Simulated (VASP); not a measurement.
# Na: surface energy and work function by face, part 2 of 4

Which face of Na is cheapest, and which holds its electrons hardest?

VASP 6.6.1; PBE; plane waves and PAW (Na).

So far. Step 3 (The bulk reference, job self-consistent run, k-mesh …): The run ends at a pressure of -0.04 GPa.

### 4. Relaxing the slab, 7 atoms, face Na(110)

System of this step: Na(110). The cell holds 7 atoms: 7 Na. Its edges and angles: a = 4.200 Å, b = 3.637 Å, c = 32.818 Å, α = 90.0°, β = 90.0°, γ = 54.7°. It derives from Na. 7 layers of bcc Na, cut at this functional's lattice. Vacuum lies along c.

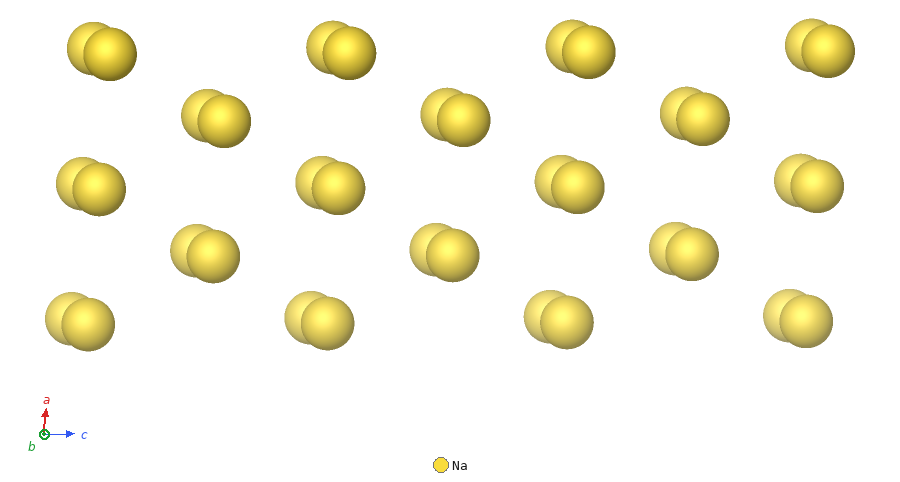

The cell of this step (sodium yellow). 2×1×1 cells are drawn. Some periodic images of atoms are drawn too.

All atoms relax at the fixed cell.

INCAR

```
SYSTEM = Na
PREC = Normal
ENCUT = 320
EDIFF = 1E-05
NELM = 120
ISMEAR = 1
SIGMA = 0.15
LREAL = .FALSE.
ALGO = Fast
GGA = PE
NBANDS = 10
LORBIT = 11
LWAVE = .FALSE.
LCHARG = .FALSE.
KPAR = 4
LASPH = .TRUE.
IBRION = 2
NSW = 40
ISIF = 2
EDIFFG = -0.03
POTIM = 0.4
MAXMIX = 40
```

POSCAR

```
Na
1.0
    4.1997208826      0.0000000000      0.0000000000
    2.0998604413      2.9696511152      0.0000000000
    0.0000000000      0.0000000000     32.8179066911
Na
7
Direct
    0.0000000000      0.0000000000      0.2285337700
    0.5000000000      0.0000000000      0.3190225100
    0.0000000000      0.0000000000      0.4095112600
    0.5000000000      0.0000000000      0.5000000000
    0.0000000000      0.0000000000      0.5904887400
    0.5000000000      0.0000000000      0.6809774900
    0.0000000000      0.0000000000      0.7714662300
```

KPOINTS

```
Automatic mesh
0
Gamma
10 10 1
0 0 0
```

The projector-augmented-wave data sets are Na (PBE family, release 64).

Command:

```console
mpirun -np 4 vasp_std
```

Output:

```text
[banner, memory and clock lines left out]
running    4 mpi-ranks, on    1 nodes
 distrk:  each k-point on    1 cores,    4 groups
 distr:  one band on    1 cores,    1 groups

 POSCAR found type information on POSCAR Na
 POSCAR found :  1 types and       7 ions
 LDA part: xc-table for (Slater+PW92), standard interpolation
 POSCAR, INCAR and KPOINTS ok, starting setup
 FFT: planning ... GRIDC
 FFT: planning ... GRID_SOFT
 FFT: planning ... GRID
 WAVECAR not read
 entering main loop
       N       E                     dE             d eps       ncg     rms          rms(c)
DAV:   1    -0.292934191204E+01   -0.29293E+01   -0.11670E+03   620   0.257E+02
DAV:   2    -0.879854642179E+01   -0.58692E+01   -0.56939E+01   928   0.329E+01
DAV:   3    -0.902525522686E+01   -0.22671E+00   -0.22175E+00   784   0.668E+00
DAV:   4    -0.903503682772E+01   -0.97816E-02   -0.97758E-02   988   0.146E+00
DAV:   5    -0.903528870990E+01   -0.25188E-03   -0.25188E-03   846   0.232E-01    0.850E-01
RMM:   6    -0.911823986872E+01   -0.82951E-01   -0.10389E-01   620   0.508E-01    0.105E+00
RMM:   7    -0.883653702408E+01    0.28170E+00   -0.97746E-03   620   0.297E-01    0.408E-01
RMM:   8    -0.881088596667E+01    0.25651E-01   -0.22354E-02   620   0.363E-01    0.181E-01
RMM:   9    -0.881100835716E+01   -0.12239E-03   -0.48239E-03   620   0.271E-01    0.779E-02
RMM:  10    -0.880881831573E+01    0.21900E-02   -0.20661E-03   627   0.172E-01    0.401E-02
RMM:  11    -0.880920066426E+01   -0.38235E-03   -0.99617E-04   621   0.123E-01    0.163E-02
RMM:  12    -0.880918335541E+01    0.17309E-04   -0.25554E-04   629   0.651E-02    0.111E-02
RMM:  13    -0.880909530737E+01    0.88048E-04   -0.16969E-04   612   0.479E-02    0.682E-03
RMM:  14    -0.880911491066E+01   -0.19603E-04   -0.45377E-05   576   0.299E-02    0.343E-03
RMM:  15    -0.880916832728E+01   -0.53417E-04   -0.17364E-05   528   0.203E-02    0.250E-03
RMM:  16    -0.880924286620E+01   -0.74539E-04   -0.10843E-05   490   0.145E-02    0.143E-03
RMM:  17    -0.880925423277E+01   -0.11367E-04   -0.30767E-06   439   0.978E-03    0.576E-04
RMM:  18    -0.880926473161E+01   -0.10499E-04   -0.13043E-06   413   0.696E-03    0.213E-04
RMM:  19    -0.880926589725E+01   -0.11656E-05   -0.60399E-07   347   0.504E-03
   1 F= -.88092659E+01 E0= -.88080106E+01  d E =-.880927E+01
 curvature:   0.00 expect dE= 0.000E+00 dE for cont linesearch  0.000E+00
 trial: gam= 0.00000 g(F)=  0.440E-04 g(S)=  0.000E+00 ort = 0.000E+00 (trialstep = 0.100E+01)
 search vector abs. value=  0.440E-04
 reached required accuracy - stopping structural energy minimisation
```

The job ended after 15 s (4 MPI ranks of Intel Xeon Platinum 8259CL at 2.50GHz (Skylake/Cascade Lake), shared host; peak memory 0.83 GiB).

From OUTCAR (step 4):

```text
  LATTYP: Found a base centered orthorhombic cell.
 ALAT       =     4.1997208826
 B/A-ratio  =     1.4142135624
 C/A-ratio  =     7.8143066191

 Subroutine GETGRP returns: Found  8 space group operations
 (whereof  8 operations were pure point group operations)

The static configuration has the point symmetry D_2h.

 Found     31 irreducible k-points:

   k-points           NKPTS =     31   k-points in BZ     NKDIM =     31   number of bands    NBANDS=     10

   dimension x,y,z NGX =    18 NGY =   16 NGZ =  144
   dimension x,y,z NGXF=    36 NGYF=   32 NGZF=  288

   ENCUT  =  320.0 eV  23.52 Ry    4.85 a.u.   6.13  5.30 47.87*2*pi/ulx,y,z

   NELECT =       7.0000    total number of electrons

 E-fermi :  -0.6074

 k-point     1 :       0.0000    0.0000    0.0000
  band No.  band energies     occupation
    ...
      3      -3.2583      2.00000
      4      -2.7569      2.00000
      5      -2.1324      2.00000
      6      -1.3900      2.00000
      7      -0.5742      0.63542
      8       0.1049     -0.00000
      9       1.1650     -0.00000
     10       1.8586     -0.00000

 k-point     2 :       0.1000    0.0000    0.0000
  band No.  band energies     occupation
    ...
      2      -3.4768      2.00000
      3      -3.1281      2.00000
      4      -2.6274      2.00000
      5      -2.0039      2.00000
      6      -1.2627      2.00000
      7      -0.4487     -0.06023
      8       0.2250     -0.00000
      9       1.2898     -0.00000
     10       1.9822     -0.00000

  Total       -0.3091161      0.0707966     -0.3340128     -0.0000000      0.0000000      0.0000000
  in kB       -1.2100283      0.2771316     -1.3074858     -0.0000000      0.0000000      0.0000000
  external PRESSURE =      -0.7467942 kB  Pullay stress =       0.0000000 kB

  energy-cutoff  :      320.00
  volume of cell :      409.30
      direct lattice vectors                 reciprocal lattice vectors
     4.199720883  0.000000000  0.000000000     0.238111062 -0.168369947  0.000000000
     2.099860441  2.969651115  0.000000000     0.000000000  0.336739893  0.000000000
     0.000000000  0.000000000 32.817906691     0.000000000  0.000000000  0.030471170

 POSITION                                       TOTAL-FORCE (eV/Angst)
 -----------------------------------------------------------------------------------
      0.00000      0.00000      7.50000         0.000000      0.000000      0.023029
      2.09986      0.00000     10.46965        -0.000000     -0.000000     -0.004543
      0.00000      0.00000     13.43930         0.000000      0.000000     -0.004299
      2.09986      0.00000     16.40895         0.000000      0.000000      0.000000
      0.00000      0.00000     19.37860         0.000000      0.000000      0.004299
      2.09986      0.00000     22.34826         0.000000      0.000000      0.004543
      0.00000      0.00000     25.31791        -0.000000      0.000000     -0.023029
 -----------------------------------------------------------------------------------
    total drift:                                0.000000      0.000000      0.000000

  FREE ENERGIE OF THE ION-ELECTRON SYSTEM (eV)
  ---------------------------------------------------
  free  energy   TOTEN  =        -8.8092658973 eV

  energy  without entropy=       -8.8054998574  energy(sigma->0) =       -8.80801055

 total charge
# of ion       s       p       d       tot
------------------------------------------
    1        0.102   0.020   0.000   0.122
    2        0.097   0.025   0.000   0.122
    3        0.097   0.026   0.000   0.123
    4        0.096   0.026   0.000   0.122
    5        0.097   0.026   0.000   0.123
    6        0.097   0.025   0.000   0.122
    7        0.102   0.020   0.000   0.122
--------------------------------------------------
tot          0.688   0.168   0.000   0.856

[... 1 part as in an earlier step ...]

[... 7 further parts left out ...]
```

The run keeps the 8 symmetry operations of its start, so it cannot find a distortion of lower symmetry.

No atom moved by 0.005 Å in the relaxation.

Numbers from this step:

* electronic cycles: 19
* electrons: 7
* free energy (TOTEN): -8.809 eV
* energy at zero smearing: -8.808 eV
* Fermi energy: -0.6074 eV

The start already met the threshold, so nothing moved, which says little where the restoring forces are soft.

### 5. Vacuum level and density of states, 7 atoms, face Na(110)

A static run writes the electrostatic potential without exchange and correlation (LVHAR), which is flat in the vacuum and gives the level to count from. The dipole correction cancels the field that unlike faces would set up across the vacuum.

INCAR

```
SYSTEM = Na
PREC = Normal
ENCUT = 320
EDIFF = 1E-06
NELM = 120
ISMEAR = 1
SIGMA = 0.15
LREAL = .FALSE.
ALGO = Fast
GGA = PE
NBANDS = 10
LORBIT = 11
LWAVE = .FALSE.
LCHARG = .TRUE.
KPAR = 4
LASPH = .TRUE.
IDIPOL = 3
LDIPOL = .TRUE.
DIPOL = 0.5 0.5 0.5
LVHAR = .TRUE.
LVACPOTAV = .TRUE.
NEDOS = 1500
```

POSCAR is that of step 4.

KPOINTS is that of step 4.

Command:

```console
mpirun -np 4 vasp_std
```

Output:

```text
[... set-up lines as in an earlier step ...]
 entering main loop
       N       E                     dE             d eps       ncg     rms          rms(c)
DAV:   1    -0.292934191207E+01   -0.29293E+01   -0.11670E+03   620   0.257E+02
DAV:   2    -0.879854642172E+01   -0.58692E+01   -0.56939E+01   928   0.329E+01
[... 1 cycle as in an earlier step ...]
DAV:   4    -0.903503682776E+01   -0.97816E-02   -0.97758E-02   988   0.146E+00
DAV:   5    -0.903528870992E+01   -0.25188E-03   -0.25188E-03   846   0.232E-01    0.850E-01
RMM:   6    -0.911823986670E+01   -0.82951E-01   -0.10389E-01   776   0.508E-01    0.105E+00
RMM:   7    -0.883632515591E+01    0.28191E+00   -0.19280E-02   690   0.331E-01    0.408E-01
RMM:   8    -0.881080516057E+01    0.25520E-01   -0.23587E-02   674   0.365E-01    0.180E-01
RMM:   9    -0.881134217146E+01   -0.53701E-03   -0.54475E-03   704   0.277E-01    0.814E-02
RMM:  10    -0.880889439668E+01    0.24478E-02   -0.20936E-03   699   0.171E-01    0.392E-02
RMM:  11    -0.880921667981E+01   -0.32228E-03   -0.12073E-03   740   0.128E-01    0.199E-02
RMM:  12    -0.880917285259E+01    0.43827E-04   -0.22921E-04   772   0.628E-02    0.124E-02
RMM:  13    -0.880910364639E+01    0.69206E-04   -0.20913E-04   720   0.488E-02    0.736E-03
RMM:  14    -0.880910387298E+01   -0.22659E-06   -0.39188E-05   771   0.286E-02    0.430E-03
RMM:  15    -0.880915906788E+01   -0.55195E-04   -0.24199E-05   739   0.202E-02    0.314E-03
RMM:  16    -0.880920923213E+01   -0.50164E-04   -0.10609E-05   763   0.151E-02    0.149E-03
RMM:  17    -0.880925375733E+01   -0.44525E-04   -0.46429E-06   693   0.104E-02    0.692E-04
RMM:  18    -0.880926485486E+01   -0.11098E-04   -0.19591E-06   604   0.676E-03    0.514E-04
RMM:  19    -0.880926594384E+01   -0.10890E-05   -0.56108E-07   536   0.428E-03    0.148E-04
RMM:  20    -0.880926609329E+01   -0.14945E-06   -0.23336E-07   422   0.305E-03
 -----------------------------------------------------------------------------
|                                                                             |
|           W    W    AA    RRRRR   N    N  II  N    N   GGGG   !!!           |
|           W    W   A  A   R    R  NN   N  II  NN   N  G    G  !!!           |
|           W    W  A    A  R    R  N N  N  II  N N  N  G       !!!           |
|           W WW W  AAAAAA  RRRRR   N  N N  II  N  N N  G  GGG   !            |
|           WW  WW  A    A  R   R   N   NN  II  N   NN  G    G                |
|           W    W  A    A  R    R  N    N  II  N    N   GGGG   !!!           |
|                                                                             |
|     Did not find any points to average over, which means that no vacuum     |
|     field-free region was found. Please increase the size of  your cell     |
|     in the dimension of the dipole correction to obtain accurate            |
|     workfunction values.                                                    |
|                                                                             |
 -----------------------------------------------------------------------------

   1 F= -.88092661E+01 E0= -.88080108E+01  d E =-.376596E-02
```

Run time: 18 s. Hardware: 4 MPI ranks; peak memory 0.84 GiB.

From OUTCAR (step 5):

```text
   NELECT =       7.0000    total number of electrons

 dipolmoment           0.000000      0.000000      0.000000 electrons x Angstroem

 E-fermi :  -0.6074

 k-point     1 :       0.0000    0.0000    0.0000
  band No.  band energies     occupation
    ...
      3      -3.2583      2.00000
      4      -2.7569      2.00000
      5      -2.1324      2.00000
      6      -1.3900      2.00000
      7      -0.5742      0.63533
      8       0.1049     -0.00000
      9       1.1652     -0.00000
     10       1.8585     -0.00000

  Total       -0.3090994      0.0707828     -0.3340215      0.0000000      0.0000000      0.0000000
  in kB       -1.2099627      0.2770779     -1.3075199      0.0000000      0.0000000      0.0000000
  external PRESSURE =      -0.7468016 kB  Pullay stress =       0.0000000 kB

 POSITION                                       TOTAL-FORCE (eV/Angst)
 -----------------------------------------------------------------------------------
      0.00000      0.00000      7.50000        -0.000000      0.000000      0.023019
      2.09986      0.00000     10.46965         0.000000     -0.000000     -0.004528
      0.00000      0.00000     13.43930         0.000000      0.000000     -0.004293
      2.09986      0.00000     16.40895         0.000000      0.000000      0.000000
      0.00000      0.00000     19.37860         0.000000      0.000000      0.004293
      2.09986      0.00000     22.34826         0.000000      0.000000      0.004528
      0.00000      0.00000     25.31791        -0.000000     -0.000000     -0.023019
 -----------------------------------------------------------------------------------
    total drift:                               -0.000000     -0.000000      0.000000

  FREE ENERGIE OF THE ION-ELECTRON SYSTEM (eV)
  ---------------------------------------------------
  free  energy   TOTEN  =        -8.8092660933 eV

  energy  without entropy=       -8.8055001356  energy(sigma->0) =       -8.80801077

 vacuum level on the upper side and lower side of the slab         2.194         2.194

[... 10 parts as in an earlier step ...]

[... 7 further parts left out ...]
```

This step gave:

* electronic cycles: 20
* dipole moment: 0, 0, 0 e·Å
* vacuum levels: 2.194, 2.194 eV
* work functions of the upper and lower face: 2.801, 2.801 eV

The planar average of the electrostatic potential oscillates, so the rows of the table below give means over windows of 2.96 Å about each position, cut where the curve ends. Its maxima inside the range that stand out by 2 % of the span (Å: eV): 9.0: 1.80, 12.0: 1.84, 14.9: 1.84, 17.9: 1.84, 20.9: 1.84, 23.8: 1.80. Its minima: 7.5: -4.21, 10.5: -4.13, 13.4: -4.09, 16.4: -4.12, 19.4: -4.09, 22.3: -4.13, 25.3: -4.21.

Zero at the Fermi level. Planar average of the electrostatic potential against height; means over each step:

```
height (Å)  planar average of the electrostatic potential (eV)
      1.48                                                2.80
      4.44                                                2.65
      7.40                                              -0.707
     10.36                                              -0.601
     13.32                                              -0.563
     16.28                                              -0.582
     19.24                                              -0.562
     22.20                                              -0.598
     25.16                                              -0.710
     28.12                                                2.56
     31.08                                                2.80
```

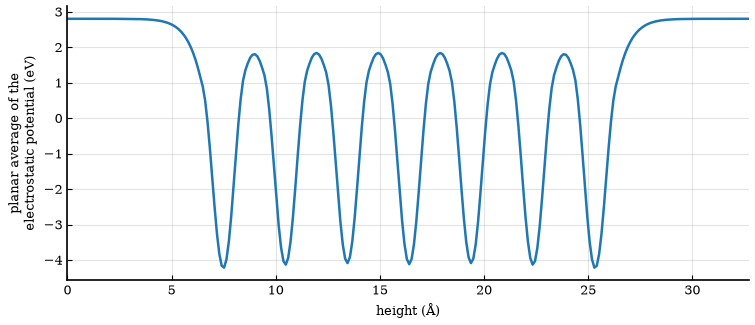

Planar average of the electrostatic potential against height.

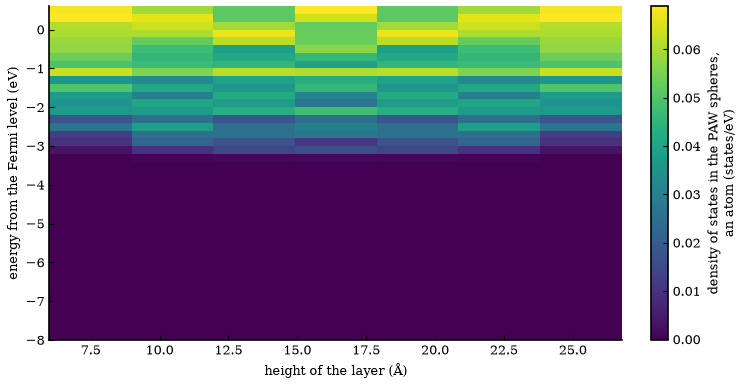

Density of states in the PAW spheres, an atom over height of the layer and energy from the Fermi level.

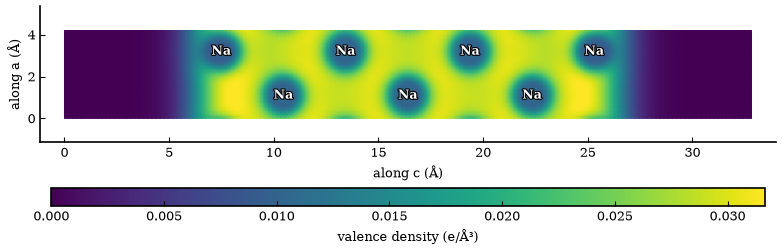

Valence density in the ca plane at fractional y = 0.000, with atoms of Na within 0.2 Å of it. It is the smooth field of the valence electrons, not physical close to the nuclei. The map starts off the cell's origin, so that atoms lie inside it.

The map of layer states is cut here 0.5 eV above the Fermi level, so it leaves out the states above that.

The vacuum level lies 2.80 eV above the Fermi level at the upper face; both faces agree, as the slab has next to no dipole.

The program found no field-free point at its default tolerance, but its printed level agrees with the flat part of the planar average.

On this mesh the fine structure of the density of states is sampling noise, and high empty states may be cut by the number of bands.

(Continued in part 3 of 4.)

[Lines on the potential files, build, host, timing and source positions are cut from VASP's logs without a mark.]

[Logs are printed without paths, hosts, clocks, repeated set-up lines and the standing remarks that a program may print on its own settings, such as how far it seeks lower states.]

[Hosts, paths, dates, database ids (printed as entryN), source tags and the programs' standing remarks are cut or masked in the printed files.]

[Runs that stopped without an error message from VASP are left out.]
